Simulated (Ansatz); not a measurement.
# C2H5FGeO: up Jacob's ladder to CCSD(T), part 2 of 2

Ansatz 0.2.0, Gaussian basis; functionals in def2-TZVPP, the program's frozen cores in correlated methods. The steps go on from the part before.

**7. ωB97M-V (range-separated)**

Contents of in.yaml:

```yaml
crystal:
  periodic: [false, false, false]
  atoms:
    - {symbol: F, position_ang: [-2.548001, 0.041316, 0.583075]}
    - {symbol: C, position_ang: [-1.337135, 0.710128, 0.575157]}
    - {symbol: Ge, position_ang: [-0.087063, -0.134087, -0.684912]}
    - {symbol: C, position_ang: [1.549593, -0.871774, -0.065169]}
    - {symbol: O, position_ang: [1.599484, 0.517257, -0.380752]}
    - {symbol: H, position_ang: [-0.904434, 0.681414, 1.577858]}
    - {symbol: H, position_ang: [-1.517088, 1.751007, 0.294418]}
    - {symbol: H, position_ang: [-0.467265, -0.119427, -2.165427]}
    - {symbol: H, position_ang: [2.132154, -1.515999, -0.724086]}
    - {symbol: H, position_ang: [1.662956, -1.110935, 0.992839]}
basis:
  gaussian: {orbitals: def2-TZVPP}
hamiltonian: {xc: {name: wB97M-V}}
output: {forces: true, orbitals: {seedname: orbitals}}
```

Command:

```console
$ ansatz run in.yaml --threads 4 --pin off --events-out ev --progress --plain --max-ram 10444MiB
```

What it wrote (excerpt; [...] marks lines left out):

```text
Functional definition: wB97M-V
  name "wB97M-V"
  cite "Mardirossian & Head-Gordon, J. Chem. Phys. 144, 214110 (2016) doi:10.1063/1.4952647"
  cite "Becke, J. Chem. Phys. 107, 8554 (1997) doi:10.1063/1.475007"
  cite "Vydrov & Van Voorhis, J. Chem. Phys. 133, 244103 (2010) doi:10.1063/1.3521275"
  # Of w^i u^j: cxij and so on, Table III.
[...]
  gx(w, u) = 1 - cx + cx01*u + cx10*w
  gss(w, u) = css00 + css04*u^4 + css10*w + css20*w^2 + css43*w^4*u^3
  gos(w, u) = cos00 + cos10*w + (cos20 + cos21*u)*w^2 + (cos60 + cos61*u)*w^6
[...]
      + integral(e_c_pw_mod_opposite_spin*gos(b97_w_opposite, b97_u_opposite)) + vv10(b, c)
1348 factors; their error is unknown
297 factors; integrals over basis functions are off by at most 7.7e-6 eV
[...]
Atom 0 at    -2.548001     0.041316     0.583075 Å, force    -0.250263    -0.153629    -0.009268 eV/Å
Atom 1 at    -1.337135     0.710128     0.575157 Å, force     0.323970     0.196818     0.018154 eV/Å
Atom 2 at    -0.087063    -0.134087    -0.684912 Å, force    -0.019128     0.056730    -0.091328 eV/Å
Atom 3 at     1.549593    -0.871774    -0.065169 Å, force    -0.003088    -0.332236     0.082989 eV/Å
Atom 4 at     1.599484     0.517257    -0.380752 Å, force    -0.004276     0.217835    -0.046389 eV/Å
Atom 5 at    -0.904434     0.681414     1.577858 Å, force    -0.041235     0.015833    -0.089574 eV/Å
Atom 6 at    -1.517088     1.751007     0.294418 Å, force     0.025020    -0.096262     0.037128 eV/Å
Atom 7 at    -0.467265    -0.119427    -2.165427 Å, force     0.017236    -0.013287     0.134359 eV/Å
Atom 8 at     2.132154    -1.515999    -0.724086 Å, force    -0.050578     0.076115     0.075987 eV/Å
Atom 9 at     1.662956    -1.110935     0.992839 Å, force     0.002340     0.032083    -0.112057 eV/Å
Dipole moment:    -0.127587    -0.112067     0.011089 e Å
```

It took 13 s on 4 threads of Arm Neoverse V1, shared host; peak memory 0.87 GiB.

With the free atoms at this level, -63396.861 eV in sum, the atomisation energy is 3532.2 kJ/mol. HOMO -9.40 eV, LUMO 1.10 eV.

**8. B2PLYP (double hybrid)**

in.yaml: that of step 7 with these lines changed.

```diff
@@ -15,3 +15,2 @@
   gaussian: {orbitals: def2-TZVPP}
-hamiltonian: {xc: {name: wB97M-V}}
-output: {forces: true, orbitals: {seedname: orbitals}}
+hamiltonian: {xc: {name: B2PLYP}}
```

The command is unchanged.

What it wrote (excerpt; [...] marks lines left out):

```text
Functional definition: B2PLYP
  name "B2PLYP"
  cite "Grimme, J. Chem. Phys. 124, 034108 (2006) doi:10.1063/1.2148954"
  cite "Becke, Phys. Rev. A 38, 3098 (1988) doi:10.1103/PhysRevA.38.3098"
  cite "Lee, Yang & Parr, Phys. Rev. B 37, 785 (1988) doi:10.1103/PhysRevB.37.785"
[...]
1495 factors; integrals over basis functions are off by at most 1.2e-3 eV
[...]
mean field -63414.64714146 eV, -2330.4452984571 hartree, gradient 5.4e-6 eV, S^2 0.000000; 0 other end points of the search recorded, 0 dependent functions left out
13 core orbitals not correlated: weight in the atoms' cores, before any rotation towards them, 1.000 or more for the frozen orbitals, at most 0.000 for the correlated occupied ones
reference -63414.64731181 eV, -2330.4453047171 hartree; 20, 20 occupied and 209, 209 virtual orbitals, 1495 factors
second order -35.64373736 eV of doubles, -0.00000000 eV of singles
Total energy: -63424.27112089 eV, -2330.7989731778 hartree
```

Run time: 6 s. Hardware: 4 threads of Arm Neoverse V1, shared host; peak memory 0.65 GiB.

With the free atoms at this level, -63388.054 eV in sum, the atomisation energy is 3494.4 kJ/mol.

**9. Orbital energies across the functionals**

Dipoles come from the runs that computed forces. Levels are read from the orbital files that the runs wrote:

```tsv
functional	HOMO (eV)	LUMO (eV)	gap (eV)	dipole (D)
PBE-D4	-6.07	-1.61	4.46	0.65
r2SCAN-D4	-6.30	-1.43	4.87	0.64
PBE0-D4	-7.22	-0.76	6.45	
B3LYP-D4	-7.03	-1.03	5.99	0.74
ωB97X-V	-9.49	1.28	10.77	
ωB97M-V	-9.40	1.10	10.50	0.82
```

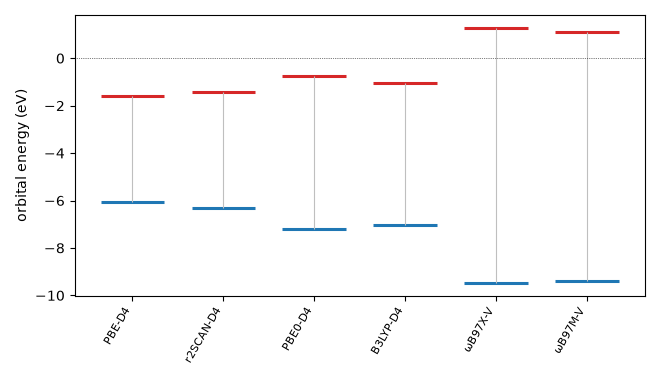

Highest occupied (blue) and lowest empty (red) level by functional.

**10. CCSD(T) in def2-TZVPP**

in.yaml: that of step 8 with these lines changed.

```diff
@@ -15,2 +15,2 @@
   gaussian: {orbitals: def2-TZVPP}
-hamiltonian: {xc: {name: B2PLYP}}
+correlation: {method: ccsd_t}
```

Same command.

What it wrote (excerpt; [...] marks lines left out):

```text
Functional definition: HF
  name "HF"
  cite "Fock, Z. Phys. 61, 126 (1930) doi:10.1007/BF01340294"
  parent pbe
[...]
1495 factors; integrals over basis functions are off by at most 1.2e-3 eV
[...]
mean field -63357.67279410 eV, -2328.3515298100 hartree, gradient 1.6e-6 eV, S^2 0.000000; 0 other end points of the search recorded, 0 dependent functions left out
13 core orbitals not correlated: weight in the atoms' cores, before any rotation towards them, 1.000 or more for the frozen orbitals, at most 0.000 for the correlated occupied ones
reference -63357.67279410 eV, -2328.3515298100 hartree; 20, 20 occupied and 209, 209 virtual orbitals, 1495 factors
second order -29.41218198 eV of doubles, -0.00000000 eV of singles
cycle   1  -28.99229776 eV  change    4.2e-1 eV  update   1.3e-1
[...]
cycle  10  -29.93948005 eV  change   -1.2e-5 eV  update   2.0e-5
perturbative correction -1.17778749 eV, -0.0432828919 hartree
Total energy: -63388.79006163 eV, -2329.4950682999 hartree
```

Wall time 4.2 min (4 threads of Arm Neoverse V1, shared host); peak memory 5.1 GiB.

**11. MP2 in def2-QZVPP**

in.yaml: that of step 10 with these lines changed.

```diff
@@ -14,3 +14,3 @@
 basis:
-  gaussian: {orbitals: def2-TZVPP}
-correlation: {method: ccsd_t}
+  gaussian: {orbitals: "def2-QZVPP.json"}
+correlation: {method: mp2}
```

Same command.

What it wrote:

```text
Functional definition: HF
  name "HF"
  cite "Fock, Z. Phys. 61, 126 (1930) doi:10.1007/BF01340294"
  parent pbe
  exchange = exact_x
  correlation = 0
2906 factors; integrals over basis functions are off by at most 8.6e-4 eV
mean field evaluation 1: about -63354.7783 eV, gradient 4.4e1 eV
mean field evaluation 2: about -63354.9208 eV, gradient 4.4e1 eV
mean field evaluation 4: about -63359.0567 eV, gradient 5.0e0 eV
mean field evaluation 8: about -63359.1331 eV, gradient 4.5e-1 eV
mean field -63359.13385392 eV, -2328.4052227680 hartree, gradient 1.6e-6 eV, S^2 0.000000; 0 other end points of the search recorded, 0 dependent functions left out
13 core orbitals not correlated: weight in the atoms' cores, before any rotation towards them, 1.000 or more for the frozen orbitals, at most 0.000 for the correlated occupied ones
reference -63359.13385392 eV, -2328.4052227680 hartree; 20, 20 occupied and 434, 434 virtual orbitals, 2906 factors
second order -38.36444340 eV of doubles, -0.00000000 eV of singles
Total energy: -63397.49829732 eV, -2329.8150900588 hartree
```

Wall time 26 s (4 threads of Arm Neoverse V1, shared host); peak memory 2.8 GiB.

The pieces so far (eV):

```tsv
basis	HF	MP2 correlation	CCSD correlation	(T)	total
def2-TZVPP	-63357.6728	-29.4122	-29.9395	-1.1778	-63388.7901
def2-QZVPP	-63359.1339	-38.3644			-63397.4983 (MP2)
```

The report of the def2-TZVPP run gives T1 = 0.0137.

**12. From triple and quadruple zeta to the limit**

This step is arithmetic on the last runs, with X = 3 and 4: exp(−7.88√X) for Hartree-Fock, X^−2.97 for correlation; only MP2 was run in the larger set, so CCSD(T) minus MP2 is added from the smaller one.

```tsv
level	energy at the limit (eV)
HF	-63359.3351
MP2	-63404.3308
CCSD	-63404.8581
CCSD(T)	-63406.0359
```

This is no true limit for total energies: MP2 correlation changes by a factor of 1.30 from triple to quadruple zeta (about 1.07 in light molecules), because outer-core shells are correlated in sets not made for them. Much of that cancels between molecule and atoms or ions.

**13. All levels against the reference**

Atomisation energy = energies of 1 F, 2 C, 1 Ge, 1 O, 5 H (separate runs, same level) minus the molecule's; electronic only, no spin-orbit term.

Differences are taken before rounding.

```tsv
method	rung	atoms, summed (eV)	atomisation energy (kJ/mol)	from CCSD(T)/CBS (kJ/mol)	time
PBE-D4	GGA	-63385.403	3642.1	+93.4	2.7 s
r2SCAN-D4	meta-GGA	-63398.586	3557.5	+8.8	5.5 s
PBE0-D4	hybrid	-63387.995	3539.5	-9.3	3.4 s
B3LYP-D4	hybrid	-63404.198	3518.2	-30.6	5 s
ωB97X-V	range-separated	-63394.823	3549.3	+0.6	8.5 s
ωB97M-V	range-separated	-63396.861	3532.2	-16.5	13 s
B2PLYP	double hybrid	-63388.054	3494.4	-54.3	6 s
HF/def2-TZVPP	wavefunction	-63332.663	2413.1	-1135.6	
MP2/def2-TZVPP	wavefunction	-63350.454	3534.3	-14.4	
CCSD/def2-TZVPP	wavefunction	-63352.526	3385.3	-163.4	
CCSD(T)/def2-TZVPP	wavefunction	-63352.980	3455.1	-93.6	4.2 min
MP2/CBS	wavefunction	-63366.730	3627.9	+79.2	
CCSD(T)/CBS	wavefunction	-63369.256	3548.7	0	4.6 min
```

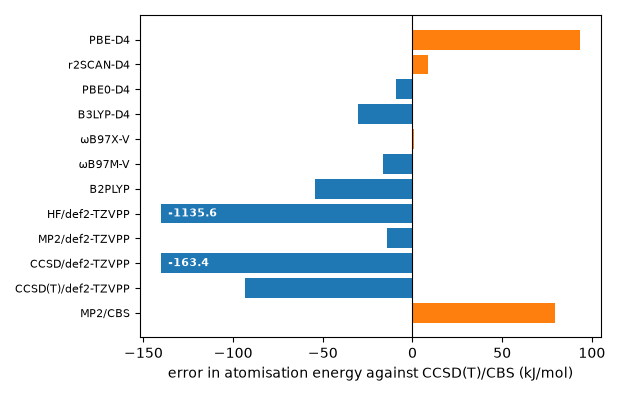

Error of each method against CCSD(T)/CBS. Bars with a number in them are cut short.

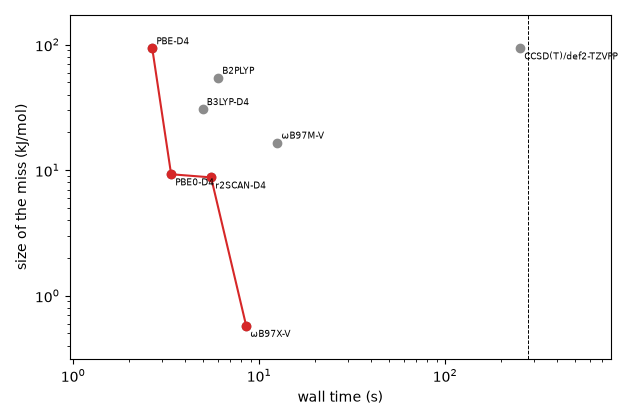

Miss against cost. Red marks the levels that no quicker level drawn beats (of those quicker than the yardstick), and the dashed line is the time of CCSD(T)/CBS. Times are from a shared host.

B2PLYP carry no dispersion term (for B3LYP, D4 adds 28.2 kJ/mol).

Times are those of the molecule's run; HF, MP2 and CCSD come out of the CCSD(T) runs, and the limit's time is the sum of the runs that it needs.

**14. Outcome**

What follows sums up all 2 parts.

```
                               quantity                                           value
        atomisation energy, CCSD(T)/CBS                                   3548.7 kJ/mol
 functionals within 35.5 kJ/mol (1.0 %)  r2SCAN-D4, PBE0-D4, B3LYP-D4, ωB97X-V, ωB97M-V
                               farthest                           PBE-D4 (+93.4 kJ/mol)
             mean size of error, hybrid                                     19.9 kJ/mol
    mean size of error, range-separated                                      8.6 kJ/mol
              gap, smallest and largest            4.46 eV (PBE-D4), 10.77 eV (ωB97X-V)
                          T1 diagnostic                                          0.0137
triples share of the correlation energy                                           3.8 %
```

In words: PBE-D4 is off by +93.4 kJ/mol. Double hybrids carry the basis error of their MP2 part in triple zeta, and no dispersion term here, so their miss is partly the set-up's. Misses under about 35.5 kJ/mol are within the doubt on the reference itself, which lacks core-valence correlation, relativity and higher excitations, and its outer-core shells are covered unevenly. Hartree-Fock recovers 68 % of the binding; the rest is correlation. The gap grows from 4.5 to 10.8 eV across the functionals, mostly with the share of exact exchange. Correlated methods include outer-core shells of Ge, which these sets cover unevenly.

ωB97X-V reaches 0.6 kJ/mol from the reference in 8.5 s, where CCSD(T)/CBS took 4.6 min; the quickest level in the cost chart, PBE-D4, takes 2.7 s and misses by 93.4 kJ/mol.
